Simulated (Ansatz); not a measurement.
**C3H10Si2: geometry optimisation**

The task: find the minimum of C3H10Si2 nearest to the start.

The runs use Ansatz 0.2.0; RKS PBE0-D4/def2-SVP.

**1. Starting geometry**

SMILES `[SiH3]C1C[SiH2]C1`, 15 atoms, charge 0, spin multiplicity 1.

Atoms are counted from 1 here; the program's logs count them from 0.

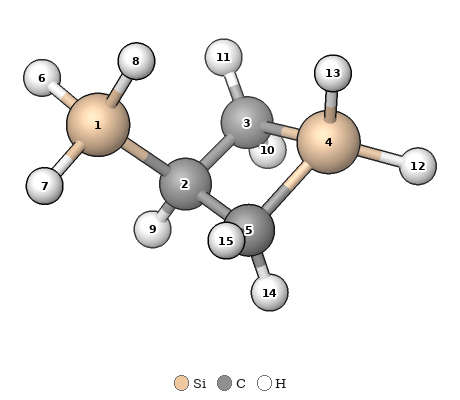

As it starts; silicon light orange, carbon grey, hydrogen white; atoms are numbered from 1 in the order of the file.

Coordinates:

```xyz
15
C3H10Si2
Si   -1.2346    1.3862    0.6445
C     0.1657    0.6314   -0.3969
C     1.3152    0.0210    0.4888
Si    0.6180   -1.7073    0.0628
C    -0.3061   -0.6283   -1.2148
H    -0.7200    2.5403    1.4648
H    -2.3472    1.8713   -0.2477
H    -1.7970    0.3484    1.5831
H     0.5306    1.4506   -1.0567
H     2.3162    0.1887    0.0394
H     1.3629    0.3538    1.5456
H     1.5665   -2.7681   -0.4365
H    -0.2593   -2.3135    1.1255
H     0.1664   -0.6709   -2.2184
H    -1.3991   -0.7545   -1.3542
```

**2. Relaxation**

input.yaml

```yaml
crystal:
  periodic: [false, false, false]
  atoms:
    - { symbol: Si, position_ang: [-1.234592, 1.386243, 0.644495] }
    - { symbol: C, position_ang: [0.165741, 0.631352, -0.396929] }
    - { symbol: C, position_ang: [1.315236, 0.021027, 0.488826] }
    - { symbol: Si, position_ang: [0.617962, -1.707312, 0.062752] }
    - { symbol: C, position_ang: [-0.306118, -0.628274, -1.214768] }
    - { symbol: H, position_ang: [-0.719951, 2.540286, 1.464794] }
    - { symbol: H, position_ang: [-2.347197, 1.871326, -0.247668] }
    - { symbol: H, position_ang: [-1.797031, 0.348448, 1.583086] }
    - { symbol: H, position_ang: [0.530595, 1.450591, -1.056707] }
    - { symbol: H, position_ang: [2.316219, 0.188701, 0.03942] }
    - { symbol: H, position_ang: [1.36287, 0.353823, 1.545587] }
    - { symbol: H, position_ang: [1.566531, -2.768069, -0.436509] }
    - { symbol: H, position_ang: [-0.259343, -2.313464, 1.125508] }
    - { symbol: H, position_ang: [0.166427, -0.670918, -2.218352] }
    - { symbol: H, position_ang: [-1.39915, -0.754461, -1.354235] }
basis:
  gaussian: { orbitals: def2-SVP }
hamiltonian:
  xc: pbe0
  dispersion: d4
output:
  forces: true
relax:
  f_tol: 0.003
  max_steps: 120
```

The run is started by

```sh
$ ansatz run input.yaml --threads 1 --pin off --max-ram 2560MiB --backend cpu --events-out ev --progress --plain --runs-dir out
```

The program printed, shortened:

```text
Warning: RAYON_NUM_THREADS=1 ignored (pool sized by the plan → 1); use --threads N
[...]
Functional definition: PBE0
[...]
1395 factors; integrals over basis functions are off by at most 4.2e-4 eV
[...]
mean field -19010.64703654 eV, -698.6283927134 hartree, gradient 3.1e-5 eV, S^2 0.000000; 0 other end points of the search recorded, 0 dependent functions left out
[...]
reference -19010.64706868 eV, -698.6283938946 hartree; 28, 28 occupied and 100, 100 virtual orbitals, 1395 factors
relax step   1: F+E_penalty+E_count = -19010.97233119 eV  Δ(F+E_penalty+E_count) = +0.000e0 eV  max|allowed force component| = 2.600e-1 eV/Å  Δτ_max = 0.0000 Å  (23 SCF iters, accepted)
[...]
relax step   6: F+E_penalty+E_count = -19010.99040703 eV  Δ(F+E_penalty+E_count) = -1.852e-5 eV  max|allowed force component| = 2.378e-3 eV/Å  Δτ_max = 0.0051 Å  (20 SCF iters, accepted)
[...]
relax step   7: F+E_penalty+E_count = -19010.99041376 eV  Δ(F+E_penalty+E_count) = -6.732e-6 eV  max|allowed force component| = 1.796e-3 eV/Å  Δτ_max = 0.0040 Å  (18 SCF iters, accepted)
1395 factors; integrals over basis functions are off by at most 4.0e-4 eV
mean field -19010.66317084 eV, -698.6289856380 hartree, gradient 6.9e-5 eV, S^2 0.000000; 1 other end points of the search recorded, 0 dependent functions left out
[...]
reference -19010.66320282 eV, -698.6289868132 hartree; 28, 28 occupied and 100, 100 virtual orbitals, 1395 factors
Total energy: -19010.99044574 eV, -698.6410127688 hartree
Atom 0 at    -1.227497     1.370599     0.643014 Å, force     0.001717     0.000140    -0.001414 eV/Å
Atom 1 at     0.164585     0.630228    -0.398651 Å, force    -0.000237    -0.001796     0.001063 eV/Å
Atom 2 at     1.307006     0.023671     0.481276 Å, force     0.000633    -0.000311    -0.000012 eV/Å
Atom 3 at     0.606341    -1.691084     0.069231 Å, force     0.000653    -0.000833    -0.000720 eV/Å
Atom 4 at    -0.301923    -0.623380    -1.209890 Å, force     0.000783    -0.000253    -0.000655 eV/Å
Atom 5 at    -0.715069     2.509576     1.466868 Å, force    -0.000943    -0.000352     0.000248 eV/Å
Atom 6 at    -2.335465     1.859392    -0.235661 Å, force    -0.000143    -0.000378     0.000748 eV/Å
Atom 7 at    -1.780313     0.329271     1.566893 Å, force    -0.000893     0.001204     0.000313 eV/Å
Atom 8 at     0.525340     1.443961    -1.053175 Å, force    -0.000193     0.000069     0.000078 eV/Å
Atom 9 at     2.298317     0.180904     0.026139 Å, force    -0.000579     0.000263    -0.001010 eV/Å
Atom 10 at     1.362839     0.364195     1.526813 Å, force    -0.000981     0.000057    -0.000575 eV/Å
Atom 11 at     1.545045    -2.749896    -0.418848 Å, force    -0.000544     0.000225     0.000567 eV/Å
Atom 12 at    -0.266393    -2.286248     1.127261 Å, force     0.000058     0.000351    -0.000051 eV/Å
Atom 13 at     0.181266    -0.670656    -2.199273 Å, force     0.000444     0.000921     0.000333 eV/Å
Atom 14 at    -1.385879    -0.741233    -1.362697 Å, force     0.000225     0.000692     0.001088 eV/Å
Dipole moment:     0.130888     0.004002    -0.126118 e Å
```

Wall time 59 s (1 thread of Arm Neoverse V1, shared host); peak memory 0.32 GiB.

Along the way:

| step | energy from step 1 (eV) | largest force component (eV/Å) |
| --- | --- | --- |
| 1 | 0.0000 | 0.2600 |
| 2 | -0.0163 | 0.1199 |
| 3 | -0.0180 | 0.0273 |
| 4 | -0.0180 | 0.0056 |
| 5 | -0.0181 | 0.0040 |
| 6 | -0.0181 | 0.0024 |
| 7 | -0.0181 | 0.0018 |

Distances of close pairs at the start and the end, largest changes first:

| bond | before (Å) | after (Å) | change (Å) |
| --- | --- | --- | --- |
| C3–Si4 | 1.912 | 1.898 | -0.014 |
| Si4–C5 | 1.911 | 1.898 | -0.013 |
| Si1–C2 | 1.901 | 1.890 | -0.012 |
| Si4–H12 | 1.508 | 1.497 | -0.011 |
| Si4–H13 | 1.506 | 1.495 | -0.010 |
| Si1–H6 | 1.507 | 1.496 | -0.010 |
| Si1–H8 | 1.508 | 1.498 | -0.010 |
| Si1–H7 | 1.506 | 1.496 | -0.010 |

**3. Results**

| quantity | value |
| --- | --- |
| energy gained | 0.0181 eV |
| root mean square move | 0.022 Å |
| dipole moment | 0.87 D |

**Reading.** Bond lengths: Si1–C2 1.890 Å, Si1–H6 1.496 Å, Si1–H7 1.496 Å, Si1–H8 1.498 Å, C2–C3 1.564 Å, C2–C5 1.564 Å, C2–H9 1.105 Å, C3–Si4 1.898 Å, C3–H10 1.102 Å, C3–H11 1.101 Å, Si4–C5 1.898 Å, Si4–H12 1.497 Å, Si4–H13 1.495 Å, C5–H14 1.102 Å, C5–H15 1.101 Å. Angles: C2–Si1–H6 110.5°, C2–Si1–H7 110.5°, C2–Si1–H8 109.8°, H6–Si1–H7 109.2°, H6–Si1–H8 108.4°, H7–Si1–H8 108.4°, Si1–C2–C3 112.3°, Si1–C2–C5 112.3°, Si1–C2–H9 106.2°, C3–C2–C5 101.5°, C3–C2–H9 112.4°, C5–C2–H9 112.4°, C2–C3–Si4 87.6°, C2–C3–H10 111.7°, C2–C3–H11 116.8°, Si4–C3–H10 111.8°, Si4–C3–H11 120.3°, H10–C3–H11 107.6° and more. No frequencies were computed here.
